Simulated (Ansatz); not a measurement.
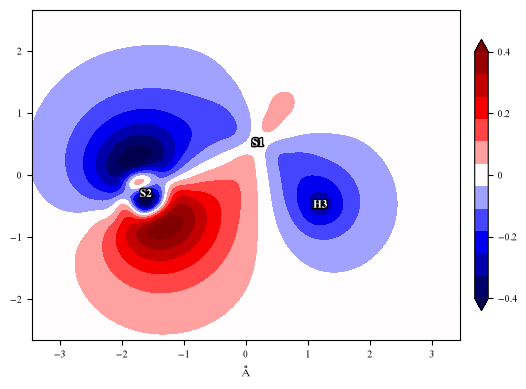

H2S2 (SMILES [S-][SH2+]). The HOMO−1 on the plane of atoms S2, S1 and H3 (values in Å⁻³ᐟ²; the overall sign is arbitrary).

Geometry: PBE-D3(BJ)/def2-SVP.

These are results of isolated molecule in a Gaussian basis; Kohn-Sham density functional theory, functional PBE0 in Ansatz 0.2.0, not measurements.

Q: Where does this orbital lie, and at what energy?

A: Its weight (Hirshfeld) is mainly on S2 (about 80 %) and S1 (about 15 %); largely a lone pair of S2. Its energy is −6.98 eV.
